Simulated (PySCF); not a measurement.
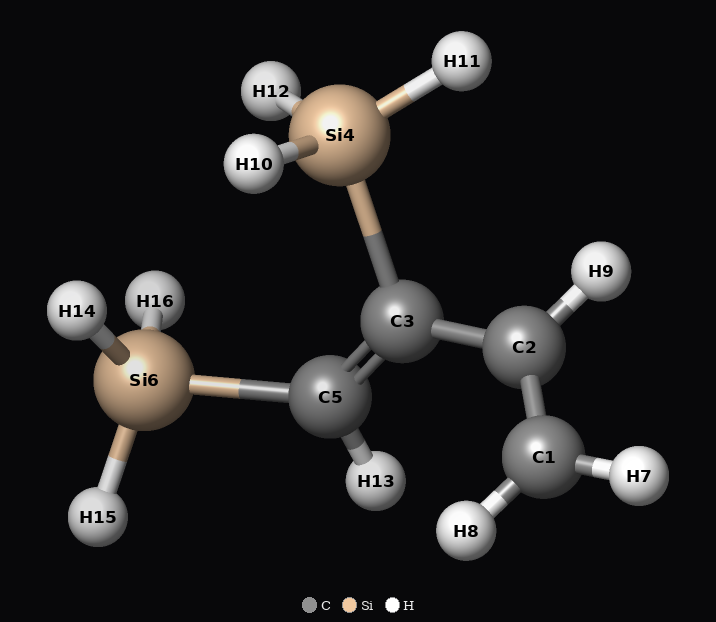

Charge +1, doublet. The geometry was computed by an optimisation with GFN2-xTB. No frequency run is at hand to confirm it as a minimum. Computed with UKS B3LYP, pcH-1 on C H Si, non-relativistic (PySCF 2.14.0). Fermi-contact and spin-dipolar terms alone, no spin-orbit part.

Which nucleus has the largest dipolar (anisotropic) hyperfine coupling?

13C at C5: principal values −29.4, −24.5, 53.9 MHz.

List the isotropic and dipolar parts for the most strongly coupled nuclei, one of each equivalent set.

| atom | isotope | a_iso (MHz) | dipolar part (MHz) |
| --- | --- | --- | --- |
| C5 | 13C | 46.1 | −29.4, −24.5, 53.9 |
| C1 | 13C | 20.3 | −27.2, −26.5, 53.6 |
| C3 | 13C | 5.3 | −33.4, −20.1, 53.5 |
| Si4 | 29Si | −17.9 | −31.0, 14.5, 16.5 |
| C2 | 13C | 11.3 | −16.2, −3.3, 19.5 |
| H13 | 1H | 76.3 | −11.9, −5.3, 17.2 |
| H7 | 1H | −19.7 | −13.2, −2.3, 15.4 |
| H8 | 1H | −20.3 | −10.2, −2.2, 12.4 |

The geometry is semi-empirical. Around Si such bond lengths and angles can be off by a tenth of an ångström or more and by several degrees, and values that hang on the shape move with them.
